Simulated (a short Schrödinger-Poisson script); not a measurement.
Structure: MOS inversion layer, Si3N4 on p-type Si(100), at 300 K.

| layer | material | thickness (nm) | Na (cm⁻³) |
|---|---|---|---|
| 1 | Si3N4 | 3.7 | - |
| 2 | Si | 210 | 2.2e18 |

The device is made up for the run: typed textbook-type constants, with dimensions and the other settings drawn at random. Si3N4: permittivity 7.5, conduction-band edge (eV) 1.95, gap (eV) 5.1, electron mass (mₑ) 0.5. Si: permittivity 11.7, conduction-band edge (eV) 0, gap (eV) 1.124, Nv at 300 K (cm⁻³) 3.1e19.

Channel valleys (confinement mass, in-plane density-of-states mass, number): Δ2 0.916, 0.19, 2; Δ4 0.19, 0.417, 4. At the gate the conduction-band edge of layer 1 lies 2.01 eV − eVg above the Fermi level of the channel; the field vanishes at the back. Gaps are held at their typed values at every temperature. Mesh 0.03 nm at interfaces.

Solved with a short Schrödinger-Poisson script written for these runs: 1D Poisson equation in equilibrium, electrons quantum, Hartree (BenDaniel-Duke, 12 states a valley, the channel's in-plane mass for all, wave functions ending at the dielectric), parabolic valleys, classical holes, full ionisation, no traps, pinning or gate leakage.

Only gate voltages with over 1e8 electrons/cm² are shown.

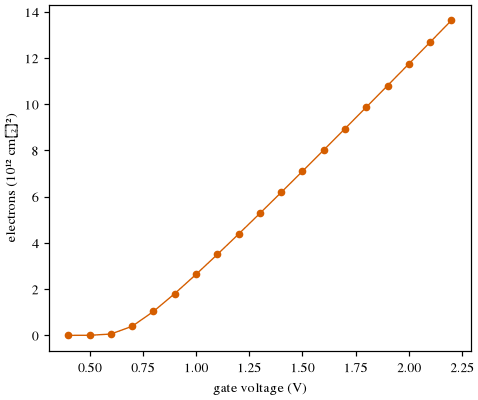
Figure: Sheet density against gate voltage

```tsv
Vg (V)	electrons (cm⁻²)	C (μF/cm²)	Δ2 E0 (meV)	Δ2 E1 (meV)	Δ4 E0 (meV)	Δ4 E1 (meV)
0.4	1.90e8	0.358	261.1	365.6	357.5	525.2
0.5	3.51e9	0.358	185.3	293.2	284.8	458.5
0.6	5.74e10	0.516	112.6	223.7	215.1	394.3
0.7	3.93e11	0.983	61.7	175.8	167.2	350.2
0.8	1.03e12	1.23	34.7	151.5	143.1	328.3
0.9	1.81e12	1.34	17.9	137.3	129.2	315.9
1	2.64e12	1.39	5.5	127.4	119.6	307.6
1.1	3.50e12	1.42	-4.6	119.8	112.2	301.3
1.2	4.38e12	1.44	-13.3	113.5	106.2	296.3
1.3	5.28e12	1.46	-21.1	108.1	101.1	292.1
1.4	6.18e12	1.47	-28.3	103.2	96.5	288.4
1.5	7.10e12	1.48	-35.1	98.9	92.4	285.1
1.6	8.02e12	1.49	-41.5	94.8	88.6	282.1
1.7	8.94e12	1.50	-47.6	91.1	85.1	279.4
1.8	9.88e12	1.50	-53.5	87.5	81.7	-
1.9	1.08e13	1.51	-59.3	84.1	78.5	-
2	1.17e13	1.51	-64.9	-	-	-
2.1	1.27e13	1.52	-	-	-	-
2.2	1.36e13	1.52	-	-	-	-
```

Subbands count from the Fermi level; a dash marks a level above the dielectric's band edge.
